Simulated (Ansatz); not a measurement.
## Fields on a plane of Nb5Si3 (space group I4/mcm)

```
CELL_PARAMETERS angstrom
     -3.27432     3.27432     5.90315
      3.27432    -3.27432     5.90315
      3.27432     3.27432    -5.90315
ATOMIC_POSITIONS crystal
  Nb 0.01690 0.18471 0.50000
  Nb 0.98310 0.81529 0.50000
  Nb 0.18471 0.68471 0.16781
  Nb 0.81529 0.31529 0.83219
  Nb 0.68471 0.51690 0.50000
  Nb 0.31529 0.48310 0.50000
  Nb 0.51690 0.01690 0.83219
  Nb 0.48310 0.98310 0.16781
  Nb 0.50000 0.50000 0.00000
  Nb 0.00000 0.00000 0.00000
  Si 0.12935 0.62935 0.75870
  Si 0.87065 0.37065 0.24130
  Si 0.62935 0.87065 0.50000
  Si 0.37065 0.12935 0.50000
  Si 0.75000 0.75000 0.00000
  Si 0.25000 0.25000 0.00000
```

The slice is a (100) plane (indices of the conventional cell) through the point (0.983, 0.815, 0.500) (fractional), spanned by u = [101] and v = [110] in vectors of this cell: u (6.55 Å) and v (11.81 Å, at 90° to u). It covers one period; positions are fractions (u, v).

Atoms on it: Nb at (0.00, 0.00); Nb at (0.33, 0.50); Nb at (0.00, 0.70); Nb at (0.33, 0.20); Si at (0.30, 0.85), 0.2 Å off the plane; Si at (0.04, 0.35), 0.2 Å off the plane. Other atoms lie within 1 Å of the plane.

Method: PBEsol (plane waves to 420 eV, PAW, scalar-relativistic; Ansatz, an electronic-structure program). k mesh 8×8×8. These are valence fields of a PAW run, semicore shells included where kept as valence: close to a nucleus they are smooth pseudo fields. Nb5Si3 is run without spin polarisation. Nb5Si3 was relaxed with its symmetry unable to fall.

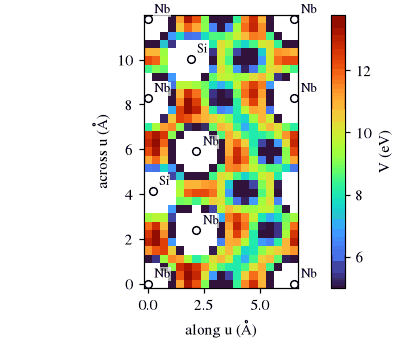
Figure. Electrostatic potential energy of an electron, from the cell's mean, in eV, one period of the plane, atoms marked. Points within 1 Å of a nucleus are left white, as the pseudised field means little there. Values under 5 eV are set to 5. The zero, the cell's mean, hangs on the PAW cores.

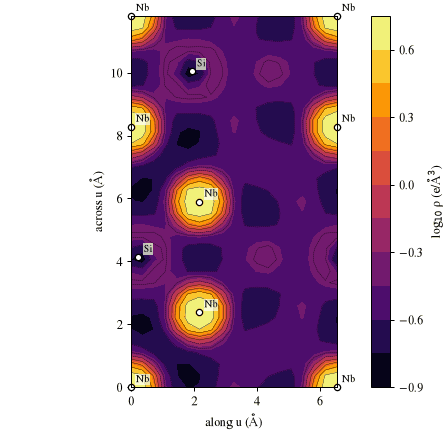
*Log₁₀ of the valence density in e/Å³, one period of the plane, atoms marked. The scale is logarithmic, as a density can span decades between atoms and voids.*
